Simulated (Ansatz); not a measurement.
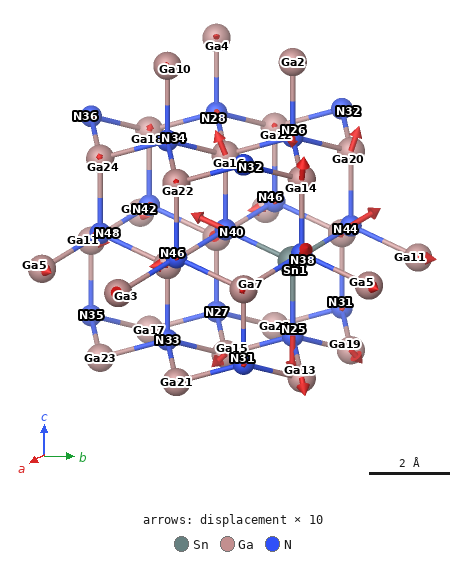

A relaxation of a defect cell of composition Ga23SnN24 (cell charge +1). The starting structure is drawn; red arrows show the displacements, 10 times their true length.

The picture is a ball-and-stick view of the atoms within 5.0 Å of the atom that moves most (axes of the cell of the calculation, reduced to other axes), seen slightly off an axis. Lengths and directions refer to the drawn axes.

These are results of DFT, PBE, plane-wave PAW, default files, scalar-relativistic in Ansatz, not measurements. Settings: plane-wave cutoff 420 eV; k-point mesh 4 × 3 × 2; occupations fermi dirac; smearing width 0.01 eV; no spin polarisation; atoms relaxed in a fixed cell; force threshold 0.03 eV/Å; at most 40 steps.

Which element moves most?

Nitrogen: up to 0.10 Å, against 0.07 Å for gallium.

Describe the change and its energy.

Over 3 accepted moves (4 points after the start) the energy falls by 0.651 eV per cell of the calculation. The largest force component goes from 2.3 to 0.012 eV/Å. 1 step only repeated the SCF at the same geometry. The atom that moves furthest is an N atom (0.10 Å along [−1 −3 1]). By element the largest moves are N 0.10 Å, Ga 0.07 Å, Sn 0.02 Å. The cell doesn't change. Near-neighbour distances that change, for instance: N–Sn 1.937 → 2.050 Å, N–Sn 1.946 → 2.039 Å, Ga–N 1.937 → 1.966 Å, Ga–N 1.946 → 1.924 Å. Among the angles between lasting bonds that change: N–Ga–N 109.6° → 103.5°, N–Ga–N 109.6° → 106.2°, Sn–N–Ga 109.6° → 106.5°.

Limits of the set-up: the periodic images lie only 6.4 Å apart, so the values are limited by the cell's size; the cell is charged, on a uniform background, and energies carry no finite-size correction.
